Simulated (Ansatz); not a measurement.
```yaml
atoms:
  - { symbol: C, position_ang: [-0.8113, 0.6163, -0.6597] }
  - { symbol: Si, position_ang: [0.1301, -0.9347, 0.0064] }
  - { symbol: O, position_ang: [1.2635, 0.2148, 1.4362] }
  - { symbol: H, position_ang: [-1.1893, 0.3644, -1.6706] }
  - { symbol: H, position_ang: [-0.1868, 1.5203, -0.7672] }
  - { symbol: H, position_ang: [-1.6909, 0.8633, -0.0415] }
  - { symbol: H, position_ang: [1.3561, -0.7715, -0.9392] }
  - { symbol: H, position_ang: [2.1682, 0.2689, 1.0612] }
  - { symbol: H, position_ang: [1.3346, -0.4034, 2.1940] }
```

Computed with Ansatz, RKS PBE-D4/6-31G*.

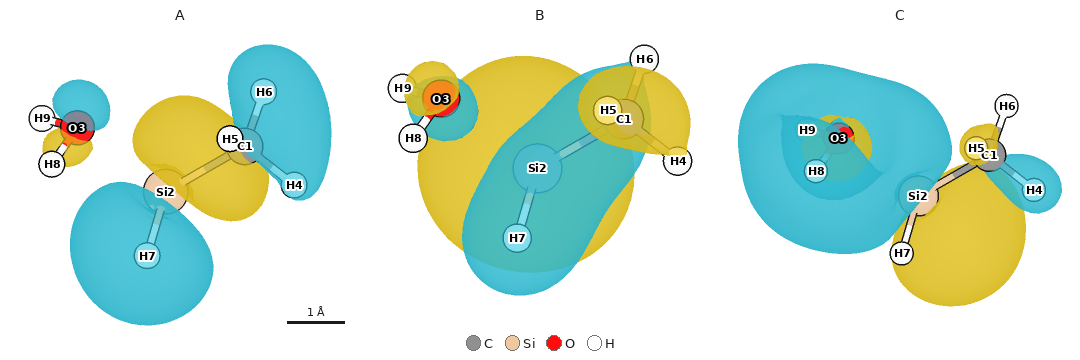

CH6OSi. Three frontier orbitals at ±0.08 Å⁻³ᐟ² (yellow and cyan are the two phases), in no order.

> Order the three orbitals by energy and name them.

A is the HOMO−1 (−6.50 eV). By Hirshfeld shares it lies mainly on Si2 (about 35 %), C1 (about 30 %), H7 (about 25 %) and H6 (about 5 %). B is the HOMO (−4.19 eV). Its weight (Hirshfeld) is mainly on Si2 (about 75 %), C1 (about 10 %) and H7 (about 10 %). C is the LUMO (−1.44 eV). By Hirshfeld shares it lies mainly on Si2 (about 50 %), O3 (about 15 %), H9 (about 10 %) and H8 (about 10 %).

> What is the HOMO–LUMO gap?

2.75 eV between the orbital energies.
